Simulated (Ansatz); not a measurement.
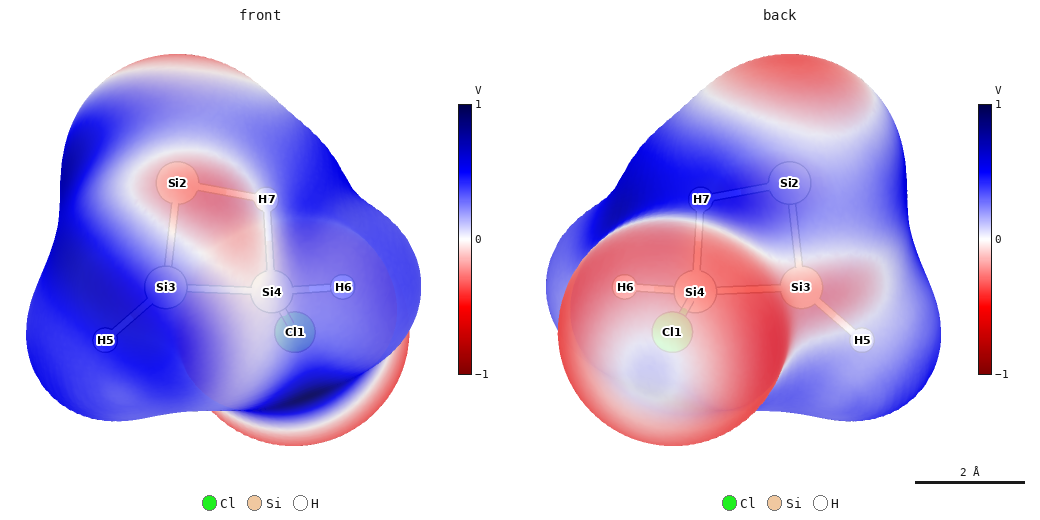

The picture shows: ClH₃Si₃. The electrostatic potential painted on the density surface at 0.001 e/bohr³, seen from the front and from behind; the colour scale runs from red (negative) to blue (positive).

Geometry: r2SCAN-D4/def2-SVP.

Method: isolated molecule in a Gaussian basis; Kohn-Sham density functional theory, functional PBE0 in Ansatz 0.2.0.

Input file:

```
basis:
  gaussian:
    orbitals: def2-TZVPD
crystal:
  periodic: [false, false, false]
  atoms:
    - {symbol: Cl, position_ang: [2.160603, -1.359482, -3.816657]}
    - {symbol: Si, position_ang: [-1.505448, -1.779839, -2.428071]}
    - {symbol: Si, position_ang: [-0.744392, 0.248042, -1.836850]}
    - {symbol: Si, position_ang: [0.353988, -0.339530, -3.670930]}
    - {symbol: H, position_ang: [-0.193760, 0.671360, -0.521556]}
    - {symbol: H, position_ang: [0.142996, 0.294756, -5.000291]}
    - {symbol: H, position_ang: [-0.922495, -1.440233, -3.957041]}
hamiltonian:
  xc: pbe0
output:
  forces: true
  orbitals: {seedname: orbitals}
```

Command:

```sh
ansatz run input.yaml --threads 1 --pin off --max-ram 2610MiB --events-out events.jsonl --progress --plain --runs-dir runs
```

**Describe the electrostatic potential map.**

The most negative region (about −0.4 V) lies over Cl1, the most positive (about +0.9 V) over Si4.

**What dipole moment does the calculation give?**

Its dipole moment is 1.09 D.
